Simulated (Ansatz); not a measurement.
Input file:

```
crystal:
  periodic: [false, false, false]
  atoms:
    - { symbol: "N", position_ang: [-0.5485, 1.9166, 0.8073] }
    - { symbol: Al, position_ang: [-0.3002, 0.1662, 0.2057] }
    - { symbol: "N", position_ang: [-0.5474, -1.2499, -0.9314] }
    - { symbol: B, position_ang: [0.6088, -1.7359, 0.1241] }
    - { symbol: Cl, position_ang: [1.7284, -3.0238, 0.712] }
    - { symbol: H, position_ang: [-1.2438, 2.4172, 0.1021] }
    - { symbol: H, position_ang: [0.3437, 2.4632, 0.7219] }
    - { symbol: H, position_ang: [0.0511, -1.0107, -1.7976] }
basis:
  gaussian: { orbitals: def2-SVP }
hamiltonian:
  xc: b3lyp
  dispersion: d4
relax:
  f_tol: 0.015
  max_steps: 40
output:
  orbitals: {}
```

Command:

```sh
ansatz run input.yaml --threads 1 --pin off --max-ram 2048MiB --backend cpu --events-out ev --progress --plain --runs-dir out
```

The fields are those of the run's last geometry, not of the input's.

All numbers below come from RKS B3LYP-D4/def2-SVP (Ansatz).

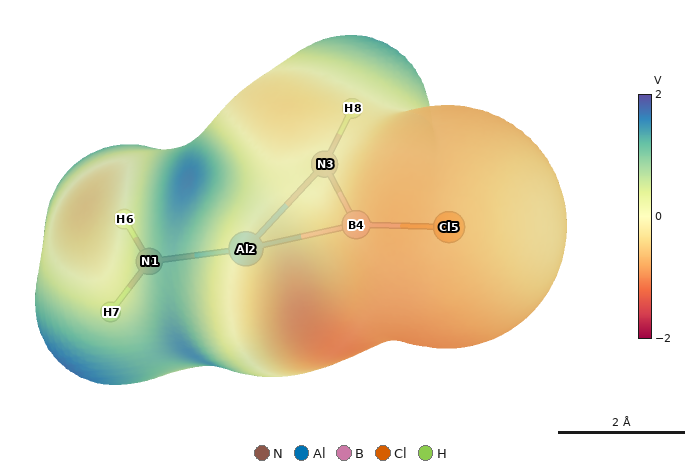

AlBClH$_{3}$N$_{2}$. The electrostatic potential painted on the density surface at 0.002 e/bohr³, seen at a tilt; the colour scale runs from red (negative) to blue (positive).

**Describe the electrostatic potential map.**

The most negative region (about −1.1 V, or −25 kcal/mol for a unit charge) lies over Cl5, the most positive (about +1.7 V, or +39 kcal/mol for a unit charge) over Al2, H6 and H7.
